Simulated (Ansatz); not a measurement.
# CdC2 in Pmn2_1, a phase reached by a soft mode: following an unstable mode, part 3 of 3

Wanted: the energy along a soft mode of CdC2 in Pmn2_1, a phase reached by a soft mode and the structure at the end.

Ansatz 0.2.0; DFT PBE, scalar-relativistic, plane waves, norm-conserving pseudopotentials.

So far. Step 5 (Energy along the mode, all amplitudes (two of the runs …): The lowest of the steps tried is at 0.32 Å, 2.18 meV/atom below the parent; the bottom of the well need not coincide with a step. Step 7 (The new phase in its own primitive cell): The largest force component left is 0.40 meV/Å and the pressure is 0.001 GPa, within the tolerances set. The cell now holds 15.48 Å³/atom.

The structure was built from a prototype and need not be the compound's stable phase.

## Step 8: Modes of the new phase

A relaxed structure may still be a saddle point, so its zone-centre modes are computed. The response to a homogeneous field gives the Born charges and the dielectric tensor.

The input, input.yaml:

```yaml
crystal:
  lattice:
    - [3.9511700822, 0.0, 0.0002588584]
    - [0.0, 3.9524850642, 0.0]
    - [-3.8037209427, 0.0, 5.9486861537]
  atoms:
    - { symbol: Cd, position: [0.516360756, 0.7816326503, 0.0091005084] }
    - { symbol: Cd, position: [0.516360756, 0.2183673497, 0.5091005084] }
    - { symbol: C, position: [0.7948756831, 0.3434928055, 0.9496158391] }
    - { symbol: C, position: [0.0193733783, 0.8813406821, 0.4493542076] }
    - { symbol: C, position: [0.0193733783, 0.1186593179, 0.9493542076] }
    - { symbol: C, position: [0.7948756831, 0.6565071945, 0.4496158391] }
kpoints:
  mp_grid: { grid: [6, 6, 4] }
hamiltonian:
  xc: pbe
  pseudopotentials: { kind: nc }
scf:
  occupations: { method: fixed }
output:
  eigenvalues: true
phonons:
  method: dfpt
  dielectric: true
  rigid_motions: translations
```

Run with:

```console
$ ansatz run input.yaml --threads 8 --pin off --max-ram 14336MiB --backend cpu --events-out ev --progress --plain --runs-dir out
```

Numbers of over 12 decimals in the logs are rounded to 6 here.

Log:

```text
[...]
Crystal: 6 atoms, lattice volume = 92.904 Å³
Basis set: ecut = 1115.666836 eV, 7845 PW (Γ), exchange–correlation on 90×90×160 points (8 copies of the dense FFT grid, shifted against one another)
Bands: 34, of which v1, the nominal top of the filled ones, is band 28 counted from 1 (27 counted from 0)
Symmetry: 2 space group operations
k-points: 76 of 144 (irreducible under 1 space group operation, time reversal used)
[...]
SCF iter   1: F=—  HF=-10187.711822 eV  |F-HF|=—  |Δ(HF+E_count)|=         —  Δρ=9.75e-2  dr2=9.06e0  ethr=3.10e-3  ⟨swp⟩=5.0  Hψ=10076  notcnv=0  defer=282
[...]
SCF iter  11: F=-10184.494674 eV  HF=-10184.494674 eV  |F-HF|=4.37e-11  |Δ(HF+E_count)|=   1.28e-9  Δρ=2.37e-7  dr2=4.86e-11  ethr=1.00e-12  ⟨swp⟩=17.6  Hψ=23606  notcnv=0
SCF 1 converged in 11 iterations: F = -10184.494674 eV  dr2 = 4.86e-11
NSCF: frozen V_eff on 2 k-points
[...]
Bands: 29, of which v1, the nominal top of the filled ones, is band 28 counted from 1 (27 counted from 0)
k-points: 36 of 144 (time reversal used)
[...]
Eigensolver: Dense (36 Hₖ)
SCF iter   1: F=—  HF=-10184.435143 eV  |F-HF|=—  |Δ(HF+E_count)|=         —  Δρ=4.09e-4  dr2=1.66e-5  ethr=1.00e-1
[...]
SCF iter   3: F=-10184.435193 eV  HF=-10184.435193 eV  |F-HF|=2.33e-8  |Δ(HF+E_count)|=   1.45e-5  Δρ=1.21e-5  dr2=5.74e-8  ethr=8.82e-9
SCF 1 converged in 3 iterations: F = -10184.435193 eV  dr2 = 5.74e-8
[...]
SCF converged after 11 iterations
Free energy (F): -10184.494674 eV
[...]
Internal energy: -10184.494674 eV  (E = F + TS)
E sigma→0 (E₀):  -10184.494674 eV
Fermi energy:    6.838666 eV
[...]
--- Band table (eV; the first three rows and the last of 76) ---
  k-point 0: bands = [... 24 lower, 4.5799, 5.9096, 5.9665, 6.1055, 10.5531, 11.5672, 12.7180, 12.7220, ... 2 higher]
  k-point 1: bands = [... 24 lower, 5.1611, 5.8693, 5.9505, 6.2496, 10.6691, 11.3764, 12.6330, 12.6352, ... 2 higher]
  k-point 2: bands = [... 24 lower, 5.7733, 5.7733, 6.1414, 6.1414, 10.9870, 10.9870, 12.5552, 12.5552, ... 2 higher]
  k-point 75: bands = [... 24 lower, 4.8796, 4.8796, 5.5688, 5.5688, 11.2693, 11.2693, 11.8278, 11.8278, ... 2 higher]
[...]
ASR residual: 7.518e-4 → 0.000e0 eV/Å²; symmetrization residual: 2.772e-6 eV/Å²
  ASR residual per site (eV/Å²): 7.52e-4 7.52e-4 4.26e-5 7.26e-5 7.26e-5 4.26e-5
[...]
ε∞ (high-frequency dielectric tensor):
        5.027325    -0.000000    -0.096208
       -0.000000     5.016599     0.000000
       -0.096208     0.000000     4.143776
  ε⁰ (static dielectric tensor: ions relaxed, cell fixed):
       16.573120     0.000000    -1.521504
        0.000000    16.022142    -0.000000
       -1.521504    -0.000000    33.145796
  ε⁰ − ε∞ (ionic part):
       11.545794     0.000000    -1.425296
        0.000000    11.005543    -0.000000
       -1.425296    -0.000000    29.002020
[...]
Born effective charges Z* (e; rows j = field, columns β = displacement):
    site 0:
         2.25087    0.08192   -0.06744
         0.07870    2.23861   -0.01749
        -0.07048   -0.06251    2.23828
    site 1:
         2.25087   -0.08192   -0.06744
        -0.07870    2.23861    0.01749
        -0.07048    0.06251    2.23828
    site 2:
        -1.26410    0.01839    0.05519
        -0.19329   -0.96742   -0.00070
        -0.09912    0.16336   -1.06498
    site 3:
        -0.98677    0.18946    0.01225
        -0.02226   -1.27118   -0.04452
         0.16960    0.10556   -1.17330
    site 4:
        -0.98677   -0.18946    0.01225
         0.02226   -1.27118    0.04452
         0.16960   -0.10556   -1.17330
    site 5:
        -1.26410   -0.01839    0.05519
         0.19329   -0.96742    0.00070
        -0.09912   -0.16336   -1.06498
  Z* charge neutrality: 7.322e-3 e pre-enforcement
[...]
optical modes at Γ without the LO–TO term, one row a degenerate level:
      ω (cm⁻¹)  modes    IR ((D/Å)²/amu)
         50.29      1             0.2023
         51.81      1             0.1838
         90.04      1             0.0033
         96.43      1            11.7679
        133.74      1             6.9668
        134.26      1             6.8302
        250.20      1             0.1849
        252.83      1             0.1939
        311.50      1             0.0000
        362.47      1             1.4263
        366.61      1             1.7193
        423.41      1             3.1061
        425.96      1             2.8639
[...]
optical modes at Γ + LO–TO along q̂ = [1.0000, 0.0000, 0.0000]:
      ω (cm⁻¹)  modes    IR ((D/Å)²/amu)
[...]
optical modes at Γ + LO–TO along q̂ = [0.0000, 1.0000, 0.0000]:
      ω (cm⁻¹)  modes    IR ((D/Å)²/amu)
[...]
optical modes at Γ + LO–TO along q̂ = [0.0000, 0.0000, 1.0000]:
      ω (cm⁻¹)  modes    IR ((D/Å)²/amu)
[...]
133.74      1             6.9474
        134.26      1             6.8302
        250.20      1             0.1849
        252.53      1             0.2991
        273.01      1            11.6722
        311.50      1             0.0000
        362.47      1             1.4261
        366.61      1             1.7193
        423.41      1             3.1072
        425.96      1             2.8639
       1906.86      1             0.4594
       1909.43      1             0.2304
```

Wall time 95 s (8 threads of Intel Xeon 6975P-C (Granite Rapids), shared host); peak memory 4.2 GiB; 12 min of CPU time.

Numbers from this step:

| Quantity | Value |
| --- | --- |
| sum-rule residual before enforcement | 7.52e-4 eV/Å² |
| miss of the charge sum rule | 0.007322 e |
| estimated error of the dielectric tensor | 0.01656 |
| estimated error of the Born charges | 0.02406 e |
| point group | m |
| highest optical mode at the zone centre (no LO-TO term) | 1909 cm⁻¹ |
| lowest optical zone-centre mode | 50.29 cm⁻¹ |
| mean high-frequency dielectric constant | 4.729 |
| largest Born charge (third of the trace) | 2.243 e |
| mean static dielectric constant | 21.91 |
| top of the zone-centre spectrum with the field | 1910 cm⁻¹ |

Without the LO-TO term. Patterns of degenerate modes are one choice out of their space. The modes at Γ (shares of kinetic energy by element, %):

```tsv
mode	frequency (cm⁻¹)	symmetry	Cd %	C %
1	0.0	acoustic	82	18
2	0.0	acoustic	82	18
3	0.0	acoustic	82	18
4	50.3	A'	91	9
5	51.8	A''	91	9
6	90.0	A''	99	1
7	96.4	A'	18	82
8	133.7	A'	10	90
9	134.3	A''	10	90
10	250.2	A''	1	99
11	252.8	A'	0	100
12	311.5	A''	0	100
13	362.5	A'	5	95
14	366.6	A''	5	95
15	423.4	A'	12	88
16	426.0	A''	11	89
17	1906.5	A'	0	100
18	1909.4	A''	0	100
```

Optical modes at the zone centre, without and with the macroscopic field of the longitudinal modes; each column is sorted by frequency, so a row need not hold one and the same mode. Modes with and without the field, by row:

```tsv
rank among optical modes	no field (cm⁻¹)	q along (1, 0, 0) (cm⁻¹)	q along (0, 1, 0) (cm⁻¹)	q along (0, 0, 1) (cm⁻¹)
1	50.3	51.8	50.3	50.3
2	51.8	53	54.3	51.8
3	90	90	90.1	90
4	96.4	96.6	96.4	133.7
5	133.7	134.3	133.7	134.3
6	134.3	210.7	209.6	250.2
7	250.2	250.2	252.8	252.5
8	252.8	256	253.3	273
9	311.5	311.5	311.5	311.5
10	362.5	366.6	362.5	362.5
11	366.6	370.9	376.6	366.6
12	423.4	426	423.4	423.4
13	426	446.2	447.4	426
14	1906	1907	1906	1907
15	1909	1909	1910	1909
```

Born charge (rows field, columns displacement) (e), principal values of the symmetric part by kind of site:

```tsv
atom	atoms with these values	low	middle	high	mean
Cd1	2	2.16	2.20	2.37	2.24
C3	2	-1.29	-1.11	-0.90	-1.10
C4	2	-1.29	-1.21	-0.93	-1.14
```

In full for Cd1:

```
 2.25  0.08 -0.07
 0.08  2.24 -0.02
-0.07 -0.06  2.24
```

High-frequency dielectric tensor:

```
 5.03  0.00 -0.10
 0.00  5.02  0.00
-0.10  0.00  4.14
```

Static dielectric tensor (ions relaxed, fixed cell):

```
16.57  0.00 -1.52
 0.00 16.02  0.00
-1.52  0.00 33.15
```

Transverse modes. Lines of the infrared spectrum (strongest = 100):

```tsv
position (cm⁻¹)	lines merged	relative intensity
50	1	1.5
52	1	1.3
90	1	0.0
96	1	85
134	2	100
250	1	1.3
253	1	1.4
312	1	0.0
362	1	10
367	1	12
423	1	23
426	1	21
1906	1	3.3
1909	1	1.7
```

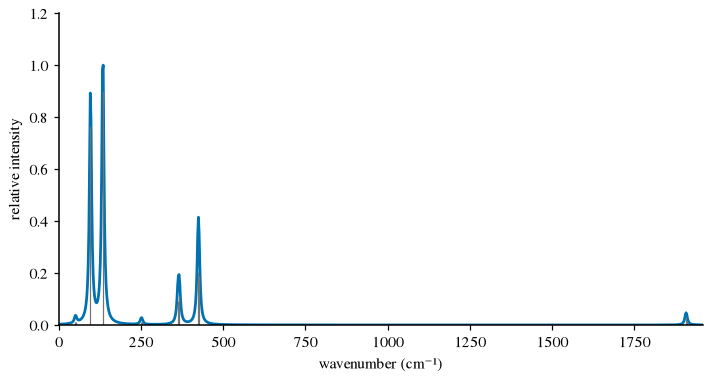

The infrared spectrum, broadened with Lorentzians of width 8 cm⁻¹; bars mark the lines.

Before it was imposed, the acoustic sum rule was missed by 7.5e-4 eV/Å² and the charge sum rule by 0.0073 e. Small misses are needed for a sound result but don't prove that mesh and cutoff are converged. The lowest optical mode is real, 50.3 cm⁻¹.

## Step 9: The phases reached

The phases reached along the modes that were followed are set side by side.

Energies are those of the first relaxation, on the mesh of the frozen mode; space group, volume and gap are those of the last relaxation. Phases, by row:

```tsv
mode frozen in	space group	energy from parent (meV/atom)	volume (Å³/atom)	gap on mesh (eV)	lowest zone-centre optical mode (cm⁻¹)	largest shift (Å)
parent	Pmn2_1	0	15.51	3.433	–	–
q = (0, 0, 0), 59i cm⁻¹	Pc	-2.91	15.48	3.579	50.3	0.236
```

## Step 10: What came out

```
unstable mode of the parent                                                      : q = (0, 0, 0), 59i cm⁻¹
depth at the lowest point sampled                                                : 2.18 meV/atom
largest atomic shift at that point                                               : 0.32 Å
space group reached (within 0.01 Å)                                              : Pc
energy gained over the parent (first relaxation, on the mesh of the frozen mode) : 2.91 meV/atom
volume per atom, phase reached                                                   : 15.5 Å³
gap on the k-mesh, phase reached                                                 : 3.58 eV
lowest optical zone-centre mode, phase reached                                   : 50.3 cm⁻¹
highest optical mode at the zone centre (no LO-TO term), phase reached           : 1909 cm⁻¹
```

In words: Along this mode the structure falls into Pc, 2.91 meV/atom below the parent. At the parent's cell the well is 2.181 meV/atom deep on the steps tried, with its lowest point at a shift of 0.32 Å. Relaxing atoms and cell changes the gain by +0.72 meV/atom against the lowest step (energies at zero smearing). The new phase has no imaginary mode at the zone centre of its cell; other wavevectors were not checked. Each path keeps the symmetry of its pattern, so a lower phase may lie along a pattern not tried. The starting cell was built on a prototype and not taken from a measurement, so the phase need not exist.

[Logs are printed without paths, hosts, clocks, repeated set-up lines and the standing remarks that a program may print on its own settings, such as how far it seeks lower states.]

[Hosts, paths, dates, database ids (printed as entryN), source tags and the programs' standing remarks are cut or masked in the printed files.]
